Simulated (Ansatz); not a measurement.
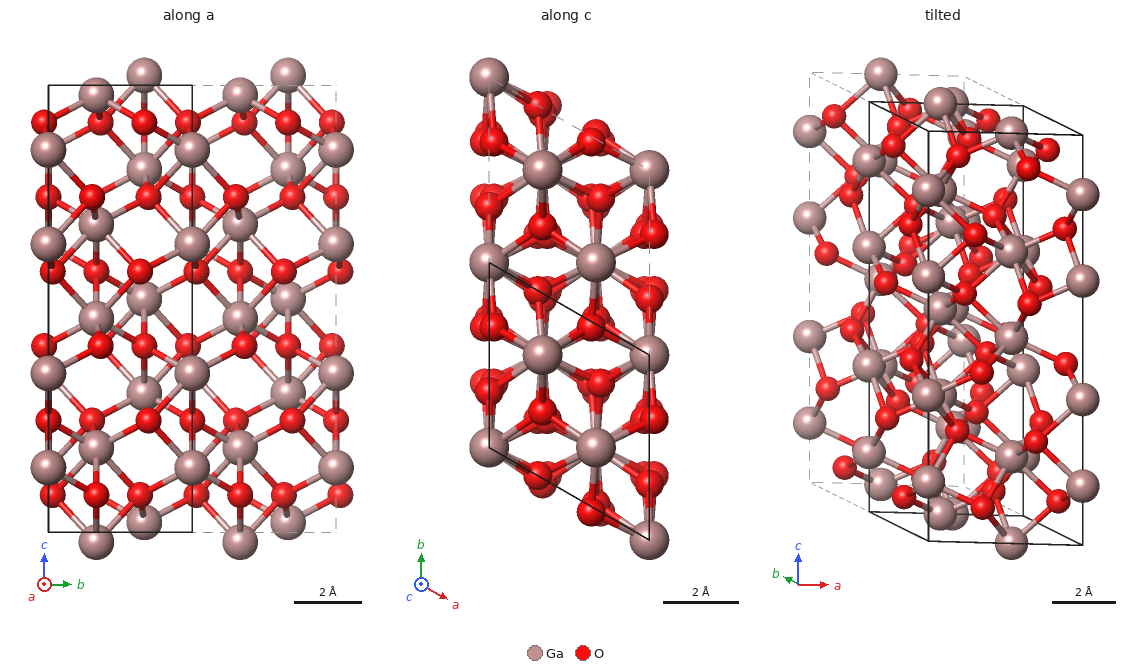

A ball-and-stick rendering, viewed along the a axis, along the c axis and slightly off an axis. 1×2×1 cells are drawn; the solid outline is the conventional unit cell. Cell: a = 4.997 Å, b = 4.997 Å, c = 13.451 Å, α = 90.00°, β = 90.00°, γ = 120.00°.

The formula is Ga₂O₃. The atoms follow space group R-3c (No. 167); the Bravais lattice is rhombohedral (trigonal R). Type of structure: corundum. Counting shared atoms by their share gives 12 Ga, 18 O, or 30 atoms. Ga bonds to six O in a distorted octahedral arrangement at about 1.9 to 2.1 Å. Every O atom has four Ga at about 1.9 to 2.1 Å as neighbours. The bonds build a three-dimensional framework.

Its origin is a structure listed in the Materials Project. The atoms were relaxed in a fixed cell with DFT, r2SCAN, plane-wave PAW, scalar-relativistic in Ansatz.
